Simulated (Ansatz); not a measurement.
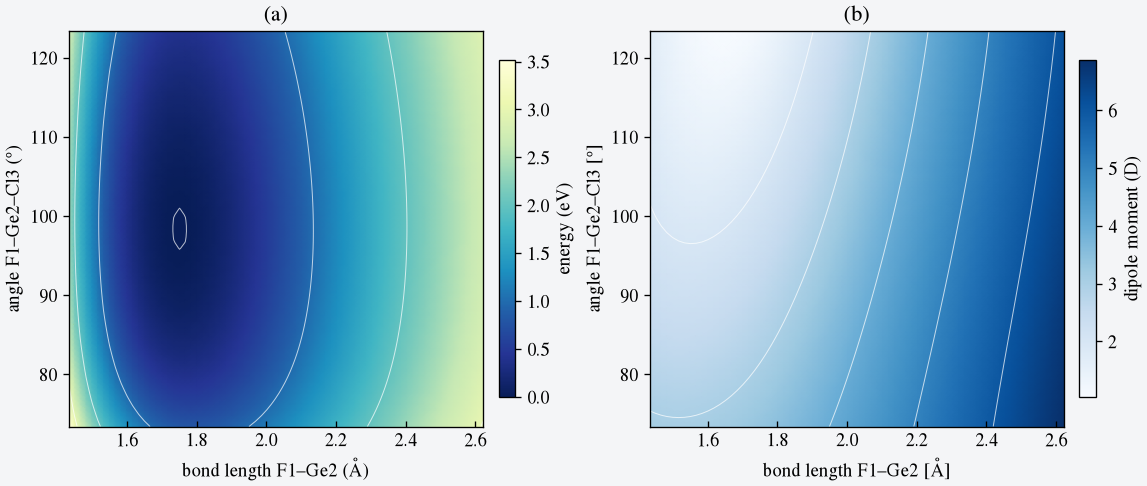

ClFGe, SMILES [F][Ge][Cl]. First axis: bond length F1–Ge2. Second axis: angle F1–Ge2–Cl3. Nothing is relaxed (all other coordinates rigid). The grid has 9 × 9 points. Points are written as (first, second). Energies: eV, counted from the lowest grid point. The reference is spin-restricted, which grows unreliable where a bond is stretched far. Computed with RKS PBE0-D4/def2-TZVP in Ansatz.

Panel (a) is the energy and panel (b) the computed dipole moment on the same grid.

Drawn: a smooth colour map with a few white contour lines. Between grid points the surface is interpolated.

How does the dipole moment vary over the map, and what is it at the lowest grid point?

Leaving out the highest fifth of the energies, it runs from 1.12 D at (1.582 Å, 123.4°) to 6.13 D at (2.473 Å, 79.6°). At the lowest grid point, (1.731 Å, 98.4°), it is 2.20 D.
